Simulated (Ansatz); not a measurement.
# O₃: single-point calculation

- system: O₃
- method: RKS r2SCAN/def2-SVP (Ansatz 0.2.0)

Some settings of this run were made unusual or wrong on purpose. The geometry comes from this level: PBE-D4/def2-TZVP.

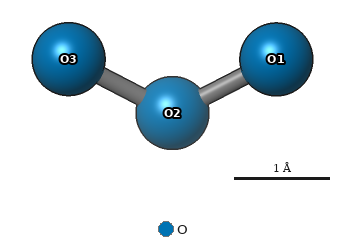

The structure (ball-and-stick view, seen at a tilt; atoms are numbered from 1 in the order of the input). Bond lengths as drawn: O–O 1.27 Å.

**Outcome**

| quantity | value |
| --- | --- |
| outcome | converged |
| total energy | −6100.6190 eV |
| SCF solution under orbital rotations | stable |
| hardware | 2 threads of Intel Xeon, 54 GiB of memory available, shared host |
| peak memory | 0.22 GiB |

**Diagnosis**

A setting was made wrong on purpose: grid. The program still converged, but the numbers can't be taken as results for the intended system.

**Input file**
```yaml
crystal:
  periodic: [false, false, false]
  atoms:
    - {symbol: O, position_ang: [0.945504, -0.490708, 0.327845]}
    - {symbol: O, position_ang: [-0.238012, -0.022259, 0.363949]}
    - {symbol: O, position_ang: [-0.707492, 0.512977, -0.691784]}
basis:
  gaussian: {orbitals: def2-SVP, final_grid: {core_spheres: 1, valence_spheres: 1, degree: 3}}
hamiltonian: {xc: {name: r2SCAN}}
scf: {omitted_lower_state_checks: [starts]}
```

Command:
```bash
ansatz run in.yaml --threads 2 --pin off --events-out ev --progress --plain --max-ram 4352MiB
```

**The program's output**
```
Functional definition: r2SCAN
  name "r2SCAN"
  cite "Furness, Kaplan, Ning, Perdew & Sun, J. Phys. Chem. Lett. 11, 8208 (2020) doi:10.1021/acs.jpclett.0c02405"
  cite "Furness, Kaplan, Ning, Perdew & Sun, J. Phys. Chem. Lett. 11, 9248 (2020) doi:10.1021/acs.jpclett.0c03077"
  parent r2scan
  parameter k0 = 0.174
  parameter k1 = 0.065
  parameter a1 = 4.9479
  exchange = r2scan_x(k0 = k0, k1 = k1, a1 = a1)
  correlation = r2scan_c
these checks for a lower state are left out or cut short: starts
429 factors; their error is unknown
mean field evaluation 1: about -6122.2407 eV, gradient 5.0e1 eV
mean field evaluation 2: about -6105.4369 eV, gradient 1.1e2 eV
mean field evaluation 4: about -6126.1721 eV, gradient 2.0e0 eV
mean field evaluation 8: about -6100.1754 eV, gradient 7.0e0 eV
mean field evaluation 16: about -6100.5586 eV, gradient 4.9e0 eV
mean field -6100.61899545 eV, -224.1936129348 hartree, gradient 1.4e-5 eV, S^2 0.000000; 0 other end points of the search recorded, 0 dependent functions left out
reference -6100.61899546 eV, -224.1936129349 hartree; 12, 12 occupied and 30, 30 virtual orbitals, 429 factors
Total energy: -6100.61899546 eV, -224.1936129349 hartree
Checks for a lower state left out: starts
```
